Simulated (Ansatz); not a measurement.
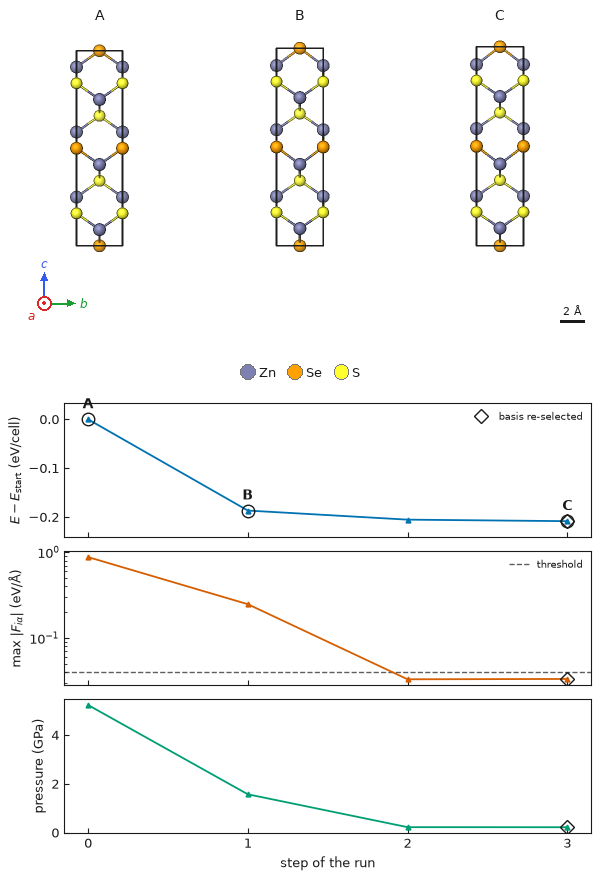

Frames of a relaxation of a crystal of Zn3SeS2 (a generated structure, set up in I-4m2) (coarse preliminary run), marked on the history of the run. The picture is a ball-and-stick view of the conventional cell (2 times the calculation's cell), seen along the a axis. Lengths and directions refer to the drawn axes.

Method: Ansatz 0.2.0, DFT PBE, scalar-relativistic, plane waves, PAW.

The input:
```yaml
crystal:
  lattice:
    - [-1.91643856, 1.91643856, 8.13076023]
    - [1.91643856, -1.91643856, 8.13076023]
    - [1.91643856, 1.91643856, -8.13076023]
  atoms:
    - { symbol: Zn, position: [0.58333333, 0.08333333, 0.5] }
    - { symbol: Zn, position: [0.25, 0.75, 0.5] }
    - { symbol: Zn, position: [0.91666667, 0.41666667, 0.5] }
    - { symbol: Se, position: [0.5, 0.5, 0.0] }
    - { symbol: S, position: [0.83333333, 0.83333333, 0.0] }
    - { symbol: S, position: [0.16666667, 0.16666667, 0.0] }
basis:
  ecutwfc: 420
kpoints:
  mp_grid: { grid: [6, 6, 6] }
hamiltonian:
  xc: pbe
scf:
  occupations: { method: gaussian, width: 0.1 }
  lower_state_search: "off"
output:
  forces: true
  stress: true
  eigenvalues: true
relax:
  adjacent_minimum: "off"
  f_tol: 0.04
  max_steps: 70
  cell: { stress_tol: 0.4 }
```

Launched with:
```bash
ansatz run input.yaml --threads 1 --pin off --max-ram 2560MiB --backend cpu --events-out ev --progress --plain --runs-dir out
```

> What happens along the run?

After 2 accepted moves (3 points after the start) the energy has fallen by 0.208 eV per cell of the calculation. The largest force component goes from 0.88 to 0.034 eV/Å. Pressure: 5.23 GPa at the start and 0.22 GPa at the end. At 1 point the geometry stayed and the basis and grid were re-selected for the new cell (energy shift of 3.1 meV per cell of the calculation at most each time). The largest moves relative to the cell, 0.096 Å, are those of Zn1 and Zn3. Zn3 goes along −c. By element the largest moves are Zn 0.096 Å, S 0.050 Å. Se stays in place. The drawn cell changes as follows: a = b 3.833 → 3.913 Å (+2.1 %), c 16.262 → 16.597 Å (+2.1 %); the volume changes by +6.4 %. Among the contacts that change: Zn1–Se4 2.347 → 2.452 Å, Zn1–S6 2.347 → 2.370 Å. Bond angles that change, for instance: Se4–Zn3–Se4 109.5° → 105.8°, Zn1–Se4–Zn1 109.5° → 105.8°. The space group stays I-4m2 (No. 119). From step 0 to 1: Zn atoms move most (0.07 Å), volume +4.4 %, energy −0.187 eV per cell of the calculation. From step 1 to 3: Zn atoms move most (0.02 Å), volume +1.9 %, energy −21.7 meV per cell of the calculation.
